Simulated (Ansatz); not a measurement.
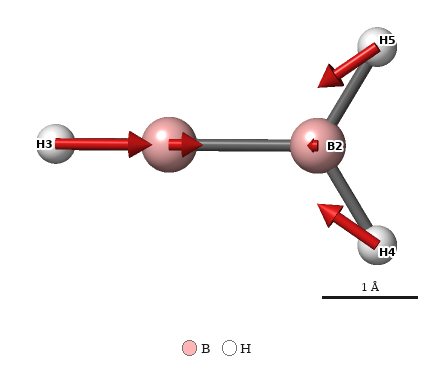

This is a relaxation of B2H3 (multiplicity 2). The starting structure is drawn; red arrows show the displacements, magnified 30 times. The two geometries are superimposed by the best rigid fit.

Style: ball-and-stick. Shown face on.

It is one of the separated reactants of a reaction.

These are results of Ansatz 0.2.0, UKS PBE0-D4/def2-TZVP, not measurements. Set-up: force threshold 0.005 eV/Å; at most 200 steps.

Q: Atoms of which element are displaced furthest, and by how much?

A: Hydrogen: up to 0.034 Å, against 0.012 Å for boron.

Q: What happened in the run?

A: The energy falls by 0.020 eV in 3 geometry steps. The largest force component goes from 0.49 to 0.0015 eV/Å. The atom that moves furthest after the best rigid fit is an H atom (0.034 Å). By element the largest moves are H 0.034 Å, B 0.012 Å. Among the contacts that change: B–H 1.204 → 1.182 Å, B–H 1.221 → 1.199 Å, B–B 1.578 → 1.562 Å.
